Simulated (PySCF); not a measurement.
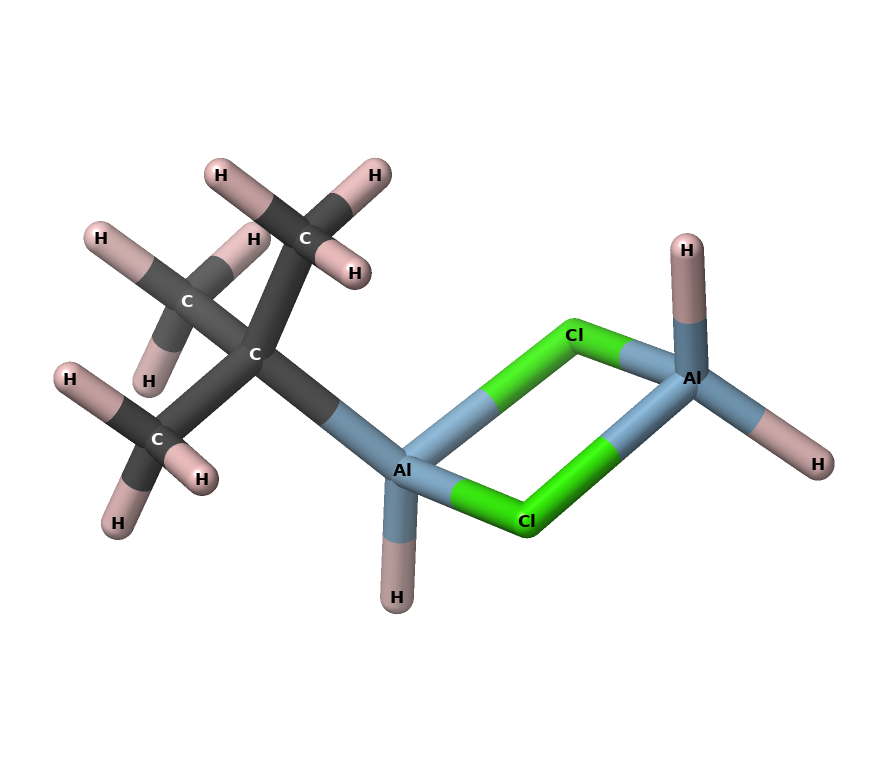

Stick drawing of a structure.

The geometry was computed by an optimisation with PBE0-D3(BJ)/def2-SVP. No frequency run is at hand to confirm it as a minimum.

What does the picture show?

The molecule is C4H12Al2Cl2. As SMILES it reads `C[C](C)(C)[AlH-]1[Cl+][AlH2-][Cl+]1`. Coordination, clear cases only: 4 C tetrahedral; 2 Cl bent.

More results for the same structure follow; atom numbers are the same in all pictures, views and colours differ.

Shape

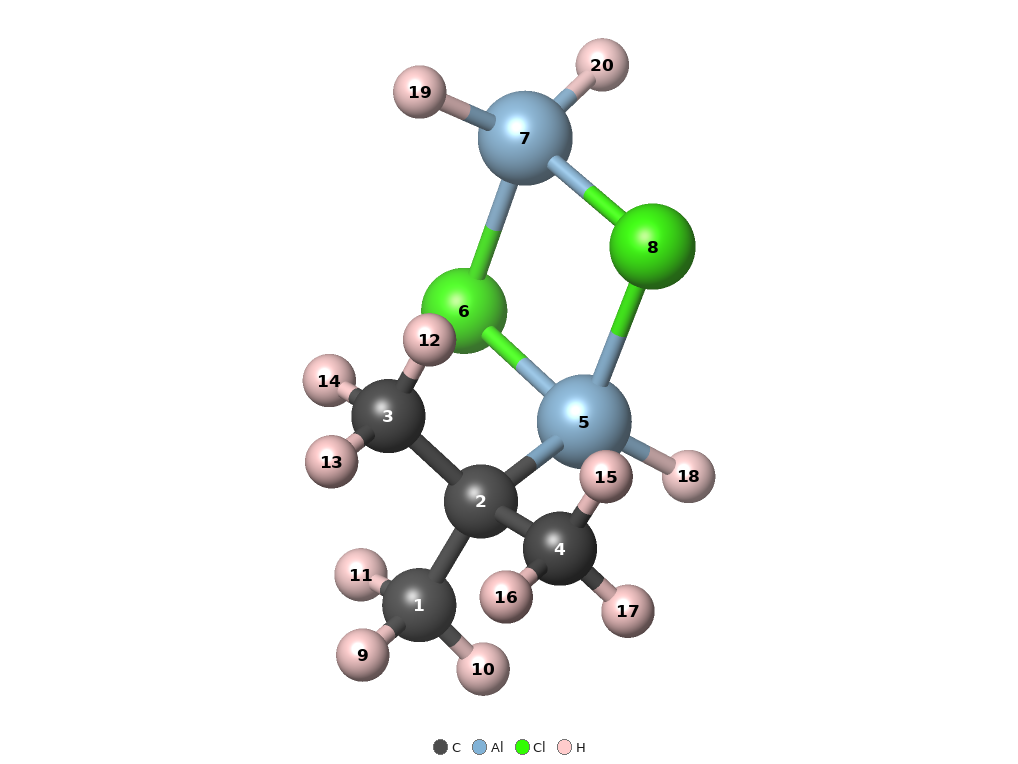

Numbered structure. No frequency run is at hand to confirm it as a minimum.

Estimate the angles C2–C3–H12, C2–C3–H14, C2–C4–H15, C2–C4–H16, C2–C4–H17, C3–C2–C4, C3–C2–Al5, Al5–Cl8–Al7, Cl6–Al5–Cl8, Cl6–Al7–Cl8, Cl8–Al5–H18, Cl8–Al7–H19.

```json
{"angle": "C2–C3–H12", "degrees": "112.1"}
{"angle": "C2–C3–H14", "degrees": "112.1"}
{"angle": "C2–C4–H15", "degrees": "112.1"}
{"angle": "C2–C4–H16", "degrees": "110.6"}
{"angle": "C2–C4–H17", "degrees": "112.4"}
{"angle": "C3–C2–C4", "degrees": "109.9"}
{"angle": "C3–C2–Al5", "degrees": "111.4"}
{"angle": "Al5–Cl8–Al7", "degrees": "90.1"}
{"angle": "Cl6–Al5–Cl8", "degrees": "89.4"}
{"angle": "Cl6–Al7–Cl8", "degrees": "90.2"}
{"angle": "Cl8–Al5–H18", "degrees": "108.1"}
{"angle": "Cl8–Al7–H19", "degrees": "108.2"}
```

Bond orders

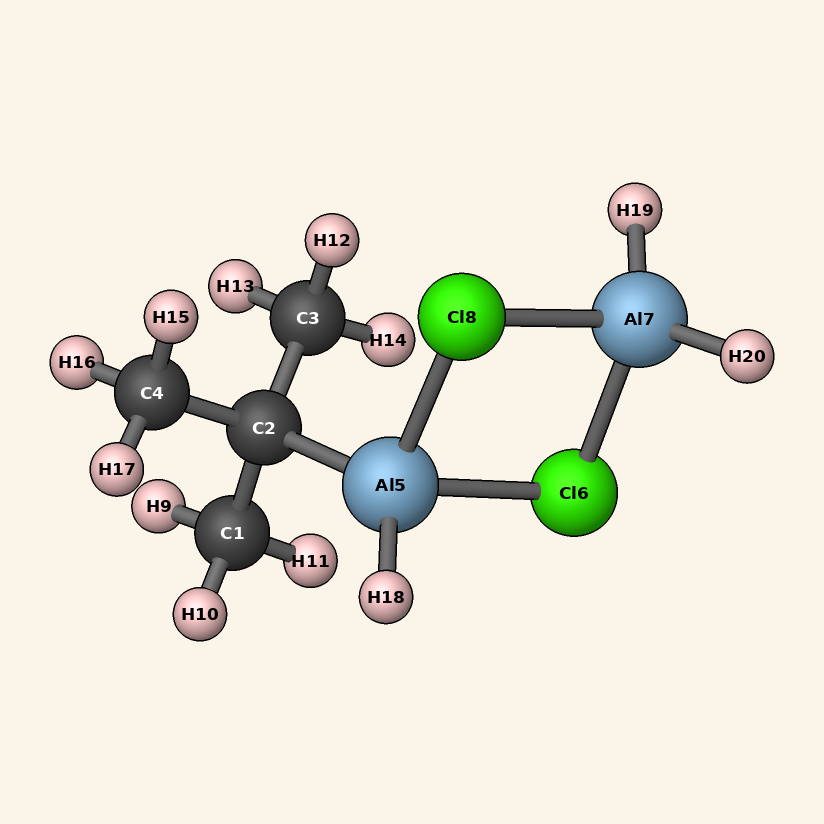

Every bond is drawn as one stick. No frequency run is at hand to confirm it as a minimum. Method: PBE0/pcSseg-1 in chloroform (IEF-PCM) (PySCF 2.14.0).

List the Mayer bond orders of C1–C2, C2–C3, C2–C4, C2–Al5, Al5–Cl6, Al5–Cl8, Cl6–Al7, Al7–Cl8 (bonds between heavy atoms, one of each equivalent set). Atoms whose distances differ by more than 0.02 Å in this geometry are listed apart.

```csv
bond,Mayer order,length (Å)
C1–C2,1.01,1.532
C2–C3,1.01,1.529
C2–C4,1.01,1.532
C2–Al5,0.81,1.970
Al5–Cl6,0.46,2.327
Al5–Cl8,0.45,2.329
Cl6–Al7,0.49,2.314
Al7–Cl8,0.49,2.311
```

Electronic properties

No frequency run is at hand to confirm it as a minimum. Properties computed with PBE0/pcSseg-1 in chloroform (IEF-PCM) (PySCF 2.14.0).

Predict the main results.

- dipole moment: 0.90 D
- HOMO energy (Kohn–Sham orbital): −7.05 eV
- LUMO energy (Kohn–Sham orbital): −0.48 eV
- HOMO–LUMO gap: 6.57 eV

Charges

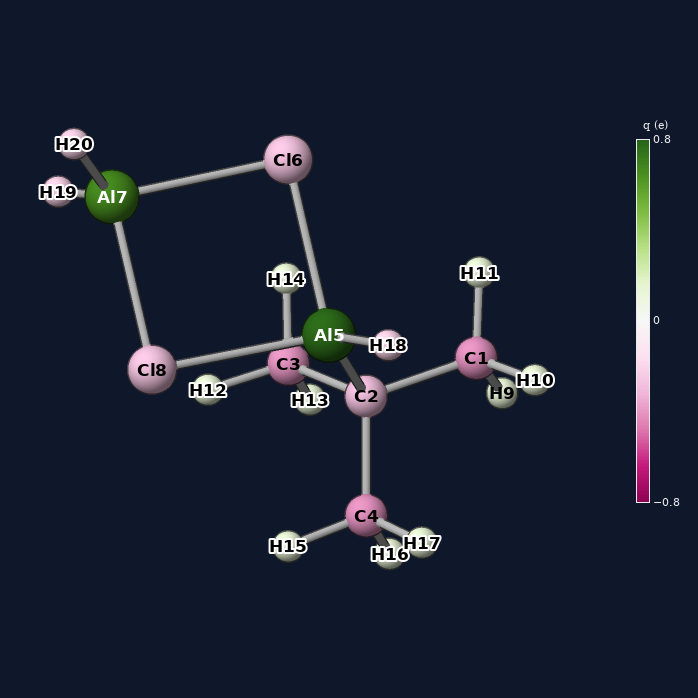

Atoms are coloured by their IAO charges. No frequency run is at hand to confirm it as a minimum. Method: PBE0/pcSseg-1 in chloroform (IEF-PCM) (PySCF 2.14.0).

Question: Which atom carries the highest charge (most positive or least negative)?

Answer: Al5 (0.77 e).

Question: And the lowest?

Answer: C1, C3, C4 (−0.40 e).

List the IAO charges.

```json
{"atom": "C1", "value (e)": "−0.40"}
{"atom": "C2", "value (e)": "−0.27"}
{"atom": "C3", "value (e)": "−0.40"}
{"atom": "C4", "value (e)": "−0.40"}
{"atom": "Al5", "value (e)": "0.77"}
{"atom": "Cl6", "value (e)": "−0.26"}
{"atom": "Al7", "value (e)": "0.66"}
{"atom": "Cl8", "value (e)": "−0.26"}
{"atom": "H9", "value (e)": "0.13"}
{"atom": "H10", "value (e)": "0.13"}
{"atom": "H11", "value (e)": "0.13"}
{"atom": "H12", "value (e)": "0.13"}
{"atom": "H13", "value (e)": "0.13"}
{"atom": "H14", "value (e)": "0.13"}
{"atom": "H15", "value (e)": "0.13"}
{"atom": "H16", "value (e)": "0.13"}
{"atom": "H17", "value (e)": "0.13"}
{"atom": "H18", "value (e)": "−0.20"}
{"atom": "H19", "value (e)": "−0.21"}
{"atom": "H20", "value (e)": "−0.20"}
```
